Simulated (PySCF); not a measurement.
# Run report: CH₈BN, geometry relaxation (part 1 of 2)

System: CH₈BN.
Method: RKS PBE0-D4/def2-TZVP, density fitting (PySCF 2.14.0).

The geometry is a transition state displaced along its imaginary mode. The reaction was set up to form B1–N6 and C2–H5 and to break B1–C2 and H5–N6 (atoms counted from 1 in the order of the input); sticks are drawn by distance alone.

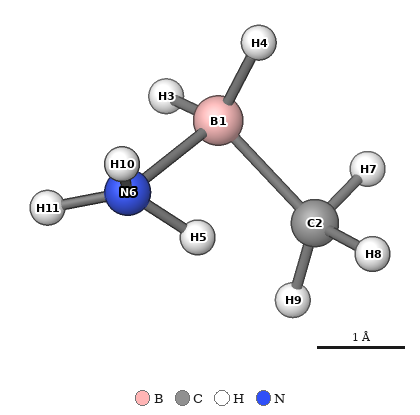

Fig. 1: The starting structure (ball-and-stick view, seen at a tilt; atoms are numbered from 1 in the order of the input).

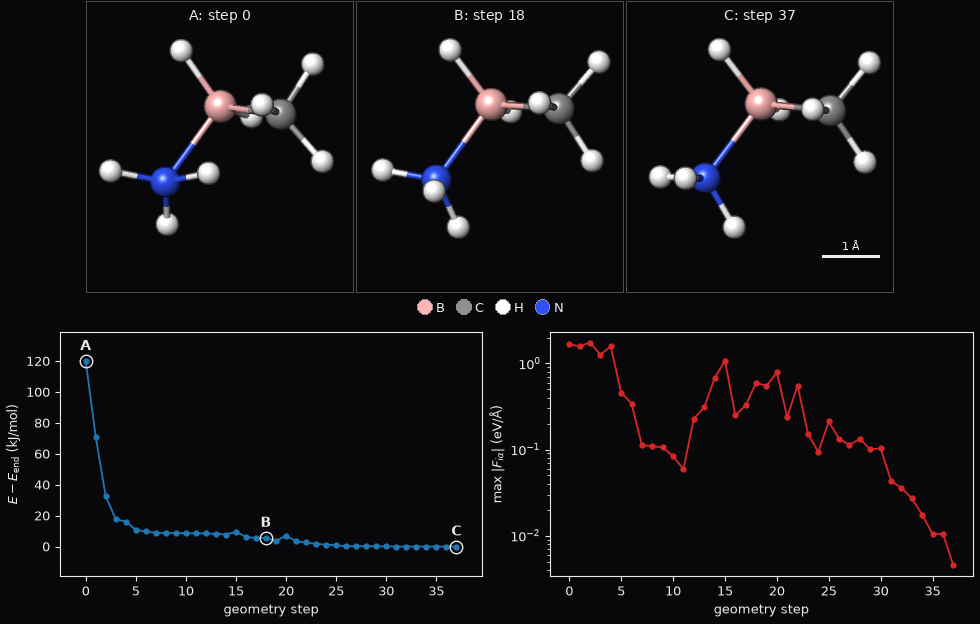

Fig. 2: Frames of the relaxation (ball-and-stick view, seen at a tilt) above the curves, on which the letters mark them (the first geometry is step 0 here and step 1 in the log).

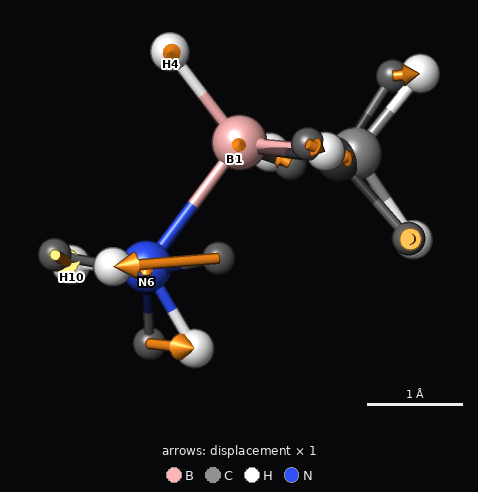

Fig. 3: Start (faint) and end (solid) with the displacements as orange arrows, at true length (ball-and-stick view, seen at a tilt). The two geometries are laid on each other by the best rigid fit. H5 moves most after the best rigid fit: 1.17 Å. Largest moves by element: H 1.17 Å, C 0.22 Å, B 0.12 Å, N 0.10 Å. Distances before and after: B1–C2 1.657 → 1.606 Å, B1–N6 1.670 → 1.649 Å, B1–H3 1.201 → 1.218 Å, C2–H7 1.083 → 1.094 Å. Among the angles that change: B1–N6–H5 64.0° → 110.8°, B1–C2–H7 93.8° → 110.0°, H5–N6–H10 121.4° → 108.3°. After 37 geometry steps the energy has fallen by 119.9 kJ/mol. The largest force component goes from 1.7 to 0.0045 eV/Å. (Atoms are counted from 1 in the order of the input.)

These pictures come from the run below.

The input:
```python
import json, numpy as np
from pyscf import gto, scf, dft, mp, cc
EV, BOHR = 27.211386245988, 0.529177210903
mol = gto.M(atom="""
B -0.547857 -0.293335 -0.426038
C 0.707895 0.759462 -0.670791
H -0.383661 -1.318584 -1.030369
H -1.609545 0.256576 -0.539581
H 0.338260 0.022928 0.779362
N -0.326507 -0.626694 1.195735
H 0.476343 0.904091 -1.718582
H 0.703714 1.766873 -0.213653
H 1.757933 0.412105 -0.633262
H -1.055148 -0.307292 1.826376
H -0.061426 -1.576230 1.430703
""", basis="def2-tzvp", charge=0, spin=0, max_memory=8670, verbose=0)
def mean_field(mol, dm=None):
    mf = dft.RKS(mol, xc="pbe0").density_fit()
    mf.conv_tol = 1e-9; mf.grids.level = 4
    mf.kernel(dm0=dm)
    if not mf.converged: mf = mf.newton().run(mf.mo_coeff, mf.mo_occ)
    assert mf.converged
    return mf
def d4(mol):
    from pyscf.dispersion.dftd4 import DFTD4Dispersion
    real = gto.M(atom=[(mol.atom_pure_symbol(i), mol.atom_coord(i)) for i in range(11)], unit='B', charge=mol.charge, spin=None, basis='def2-svp', verbose=0)
    r = DFTD4Dispersion(real, xc="pbe0", atm=True).get_dispersion(grad=True); return r["energy"], r["gradient"]
def energy_and_gradient(mol, dm=None):
    mf = mean_field(mol, dm); e, g = d4(mol)
    return mf, (mf.e_tot + e) * EV, (mf.nuc_grad_method().kernel()[:11] + g) * EV / BOHR
out = {}
# rational-function steps on a BFGS-updated Hessian; the first Hessian (eV/A^2) comes from GFN2-xTB
H = np.load("h0.npy"); x = mol.atom_coords(unit="A").ravel(); dm = old = None; trust = 0.2; steps = []
for it in range(90):
    mol.set_geom_(x.reshape(-1, 3), unit="A"); mf, e, g = energy_and_gradient(mol, dm); g = g.ravel(); dm = mf.make_rdm1()
    print(f"relax step {it + 1}: E = {e:.6f} eV, largest force component {abs(g).max():.4f} eV/A", flush=True); steps.append([e, x.reshape(-1, 3).tolist(), (-g).reshape(-1, 3).tolist()])
    if abs(g).max() < 0.008: out['converged'] = True; break
    if old is not None:
        s, z = x - old[0], g - old[1]
        if s @ z > 1e-8: H = H + np.outer(z, z) / (s @ z) - np.outer(H @ s, H @ s) / (s @ H @ s)
        trust = max(0.03, trust / 2) if e > old[2] + 1e-4 else min(0.35, trust * 1.3)
    w, V = np.linalg.eigh(H); w = np.maximum(abs(w), 0.08); f = V.T @ g; M = np.diag(np.append(w, 0.0)); M[-1, :-1] = M[:-1, -1] = f
    dx = V @ (-f / (w - np.linalg.eigvalsh(M)[0])); big = np.linalg.norm(dx.reshape(-1, 3), axis=1).max(); dx *= min(1, trust / big)
    old = (x, g, e); x = x + dx
out.update(energy=e, forces=steps[-1][2], positions=steps[-1][1], steps=steps)
out['s2'] = mf.spin_square()[0]; out['nelec'] = mol.nelec
print(f"Total energy {out['energy']:.6f} eV, <S^2> {out['s2']:.4f}")
json.dump(out, open("out.json", "w"), default=float)
```

Run as:
```bash
OMP_NUM_THREADS=4 python run.py
```

Log:
```
relax step 1: E = -3330.210481 eV, largest force component 1.6637 eV/A
relax step 2: E = -3330.718772 eV, largest force component 1.5921 eV/A
relax step 3: E = -3331.116636 eV, largest force component 1.7474 eV/A
relax step 4: E = -3331.271186 eV, largest force component 1.2662 eV/A
relax step 5: E = -3331.285802 eV, largest force component 1.5770 eV/A
relax step 6: E = -3331.341712 eV, largest force component 0.4588 eV/A
relax step 7: E = -3331.352079 eV, largest force component 0.3428 eV/A
relax step 8: E = -3331.361248 eV, largest force component 0.1126 eV/A
relax step 9: E = -3331.363272 eV, largest force component 0.1094 eV/A
relax step 10: E = -3331.362562 eV, largest force component 0.1062 eV/A
relax step 11: E = -3331.364159 eV, largest force component 0.0840 eV/A
relax step 12: E = -3331.364671 eV, largest force component 0.0590 eV/A
relax step 13: E = -3331.365933 eV, largest force component 0.2279 eV/A
relax step 14: E = -3331.368372 eV, largest force component 0.3089 eV/A
relax step 15: E = -3331.372844 eV, largest force component 0.6732 eV/A
relax step 16: E = -3331.355149 eV, largest force component 1.0805 eV/A
relax step 17: E = -3331.388245 eV, largest force component 0.2497 eV/A
relax step 18: E = -3331.396972 eV, largest force component 0.3265 eV/A
relax step 19: E = -3331.395066 eV, largest force component 0.5959 eV/A
relax step 20: E = -3331.416419 eV, largest force component 0.5488 eV/A
relax step 21: E = -3331.379872 eV, largest force component 0.7864 eV/A
relax step 22: E = -3331.418390 eV, largest force component 0.2389 eV/A
relax step 23: E = -3331.425730 eV, largest force component 0.5546 eV/A
relax step 24: E = -3331.435534 eV, largest force component 0.1527 eV/A
relax step 25: E = -3331.440445 eV, largest force component 0.0935 eV/A
relax step 26: E = -3331.445772 eV, largest force component 0.2119 eV/A
relax step 27: E = -3331.450261 eV, largest force component 0.1331 eV/A
relax step 28: E = -3331.451225 eV, largest force component 0.1136 eV/A
relax step 29: E = -3331.450416 eV, largest force component 0.1330 eV/A
relax step 30: E = -3331.452480 eV, largest force component 0.1007 eV/A
relax step 31: E = -3331.452602 eV, largest force component 0.1031 eV/A
relax step 32: E = -3331.453207 eV, largest force component 0.0433 eV/A
relax step 33: E = -3331.453361 eV, largest force component 0.0358 eV/A
relax step 34: E = -3331.453445 eV, largest force component 0.0272 eV/A
relax step 35: E = -3331.453495 eV, largest force component 0.0175 eV/A
relax step 36: E = -3331.453525 eV, largest force component 0.0105 eV/A
relax step 37: E = -3331.453534 eV, largest force component 0.0105 eV/A
relax step 38: E = -3331.453539 eV, largest force component 0.0045 eV/A
Total energy -3331.453539 eV, <S^2> 0.0000
```

Trajectory as extended XYZ (Å, eV, eV/Å), 19 of the 38 frames kept, from step=1 to step=38:
```
11
Properties=species:S:1:pos:R:3:forces:R:3 step=1 energy=-3330.21048
B    -0.5479   -0.2933   -0.4260   -0.0645   0.0328  -0.3327
C     0.7079    0.7595   -0.6708    0.1234   0.3536  -0.8516
H    -0.3837   -1.3186   -1.0304   -0.0785  -0.0479  -0.0985
H    -1.6095    0.2566   -0.5396   -0.0998  -0.0230  -0.0902
H     0.3383    0.0229    0.7794    1.4326   0.6043   1.6595
N    -0.3265   -0.6267    1.1957   -1.6637  -1.4514   0.7738
H     0.4763    0.9041   -1.7186    0.3311   0.4298  -0.5578
H     0.7037    1.7669   -0.2137   -0.2903  -0.3576  -0.0115
H     1.7579    0.4121   -0.6333   -0.4250  -0.1958   0.0361
H    -1.0551   -0.3073    1.8264    0.4219   0.2820  -0.2957
H    -0.0614   -1.5762    1.4307    0.3128   0.3731  -0.2314
11
Properties=species:S:1:pos:R:3:forces:R:3 step=3 energy=-3331.11664
B    -0.5324   -0.2708   -0.4625   -0.4127  -0.3156  -0.0248
C     0.6539    0.7476   -0.7693    0.4164   0.4976  -0.5614
H    -0.4215   -1.3274   -1.0498   -0.0770  -0.0015  -0.0021
H    -1.6333    0.2305   -0.5643   -0.0245  -0.0684  -0.0245
H     0.4987    0.0161    1.2103   -1.1796  -1.1271   0.6540
N    -0.3423   -0.6235    1.1479    1.7474   1.3068   0.2542
H     0.5525    0.9987   -1.8321    0.2026   0.1484   0.0291
H     0.6276    1.7145   -0.2305   -0.1488  -0.2269  -0.0732
H     1.6834    0.3580   -0.6515   -0.2712  -0.0695  -0.0253
H    -1.0420   -0.2855    1.7990   -0.0905  -0.1144  -0.1297
H    -0.0445   -1.5582    1.4027   -0.1620  -0.0293  -0.0965
11
Properties=species:S:1:pos:R:3:forces:R:3 step=5 energy=-3331.28580
B    -0.5469   -0.2941   -0.4240    0.2472   0.2190  -0.1030
C     0.5853    0.7453   -0.9324   -0.2438  -0.2798   0.2718
H    -0.4825   -1.4023   -0.9266    0.0405   0.0268   0.1236
H    -1.6847    0.1407   -0.4496    0.0695  -0.0126   0.1151
H     0.6689    0.0553    1.4918   -1.5770  -1.0857  -0.4329
N    -0.1851   -0.5203    1.2145    0.9684   0.6365   0.2569
H     0.5048    1.0064   -1.9829   -0.1140  -0.0090  -0.2539
H     0.5330    1.6877   -0.3792    0.0577   0.1620   0.0513
H     1.5896    0.3324   -0.7975    0.1748   0.0073   0.0035
H    -0.9802   -0.2446    1.7885    0.2784   0.0420  -0.0485
H    -0.0022   -1.5064    1.3973    0.0981   0.2935   0.0161
11
Properties=species:S:1:pos:R:3:forces:R:3 step=7 energy=-3331.35208
B    -0.5386   -0.2942   -0.4006   -0.0849  -0.1084   0.1404
C     0.5616    0.7314   -0.9470    0.1336   0.1282  -0.0777
H    -0.4700   -1.4090   -0.8770   -0.0188  -0.0212  -0.0111
H    -1.6733    0.1381   -0.3945   -0.0268  -0.0075  -0.0106
H     0.6363    0.0639    1.4180    0.1239   0.0047   0.2497
N    -0.1706   -0.5173    1.2345   -0.1794  -0.0100  -0.3428
H     0.4172    0.9474   -2.0117   -0.0256  -0.0400   0.0660
H     0.5313    1.7049   -0.4362    0.0040  -0.0114  -0.0241
H     1.5885    0.3482   -0.8549   -0.0178   0.0137  -0.0169
H    -0.9359   -0.2290    1.8326    0.0460   0.0156   0.0063
H     0.0538   -1.4841    1.4372    0.0459   0.0363   0.0208
11
Properties=species:S:1:pos:R:3:forces:R:3 step=9 energy=-3331.36327
B    -0.5404   -0.2991   -0.3685    0.0065   0.0145  -0.0013
C     0.5331    0.7223   -0.9899   -0.0130   0.0188  -0.0119
H    -0.4871   -1.4224   -0.8293   -0.0050  -0.0116   0.0010
H    -1.6804    0.1238   -0.3356    0.0151   0.0042  -0.0118
H     0.6765    0.0851    1.4708   -0.0768  -0.1030  -0.0333
N    -0.1298   -0.4947    1.2440    0.1094   0.1024   0.0664
H     0.3292    0.8977   -2.0510   -0.0058  -0.0101   0.0204
H     0.5153    1.7108   -0.5106    0.0006   0.0031  -0.0079
H     1.5663    0.3528   -0.9370   -0.0036  -0.0083  -0.0038
H    -0.8875   -0.2167    1.8569   -0.0377  -0.0228  -0.0155
H     0.1049   -1.4588    1.4512    0.0104   0.0128  -0.0023
11
Properties=species:S:1:pos:R:3:forces:R:3 step=11 energy=-3331.36416
B    -0.5364   -0.2990   -0.3583    0.0166   0.0130  -0.0049
C     0.5291    0.7166   -1.0030   -0.0252  -0.0175   0.0014
H    -0.4885   -1.4272   -0.8096   -0.0021   0.0021   0.0066
H    -1.6752    0.1253   -0.3227   -0.0013   0.0072  -0.0083
H     0.6740    0.1032    1.4844    0.0457   0.0253   0.0236
N    -0.1207   -0.4838    1.2557   -0.0840  -0.0375  -0.0093
H     0.3049    0.8703   -2.0630    0.0069   0.0043   0.0031
H     0.5154    1.7135   -0.5421   -0.0028   0.0033   0.0018
H     1.5637    0.3505   -0.9613    0.0011  -0.0074  -0.0012
H    -0.8911   -0.2221    1.8610    0.0255  -0.0080  -0.0163
H     0.1251   -1.4458    1.4591    0.0196   0.0151   0.0035
```
